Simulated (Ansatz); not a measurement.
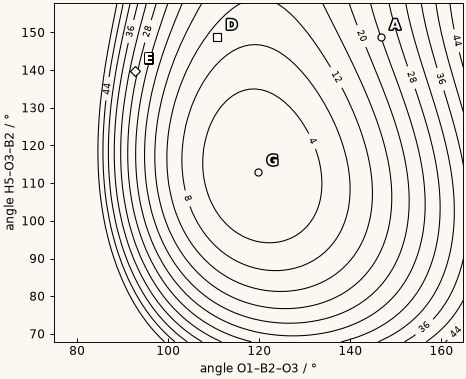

BH₂O₂, SMILES O[B]O, spin multiplicity 2. The first coordinate is: angle O1–B2–O3; the second: angle H5–O3–B2. Nothing is relaxed (all other coordinates rigid). The grid has 11 × 11 points. Points are written as (first, second). Energies: kcal/mol, counted from the relaxed molecule at the same level. All numbers below come from UKS r2SCAN-D4/def2-TZVP in Ansatz.

The picture shows contour lines labelled in kcal/mol (none above 48), lettered points. Between grid points the surface is interpolated.

### Is A the lowest point of the computed grid?

No. A lies 24 kcal/mol above the lowest grid point, which is at (119.8°, 113°).

### What kind of point is each of A, D, E, G: minimum, saddle, maximum or slope?

A: on a slope; D: on a slope; E: on a slope; G: minimum. (In these two coordinates alone; a stationary point may lie a little off the grid point.)
